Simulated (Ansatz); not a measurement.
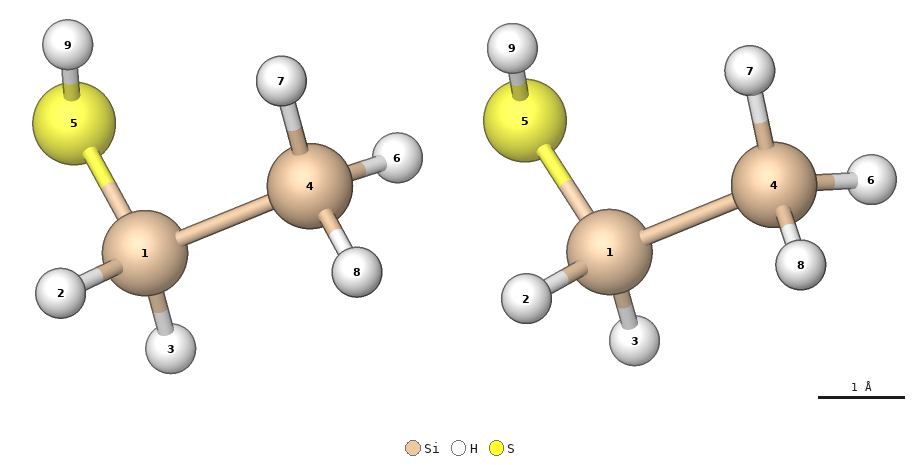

Two geometries of Si2H6S, drawn at one scale. One is the start of a relaxation, the other its converged end. The picture is a ball-and-stick view, seen at a tilt.

Level of theory: Ansatz 0.2.0, RKS PBE0-D4/def2-TZVP. Set-up: force threshold 0.005 eV/Å; at most 200 steps.

Which geometry has the lower energy?

The left one is the relaxed one. It is one of the separated products of a reaction. The energy falls by 2.37 kJ/mol in 10 accepted moves (11 points after the start). The largest force component goes from 0.31 to 0.0041 eV/Å. The line search rejected the trial step at point 5 of the run. The atom that moves furthest after the best rigid fit is H6 (0.31 Å). Largest moves by element: H 0.31 Å, S 0.13 Å, Si 0.06 Å. Some distances before and after: Si1–S5 2.169 → 2.146 Å, Si1–Si4 2.344 → 2.338 Å. Among the angles between lasting bonds that change: Si1–Si4–H8 107.6° → 111.3°, H2–Si1–S5 108.3° → 111.4°, Si4–Si1–S5 112.4° → 110.3°.
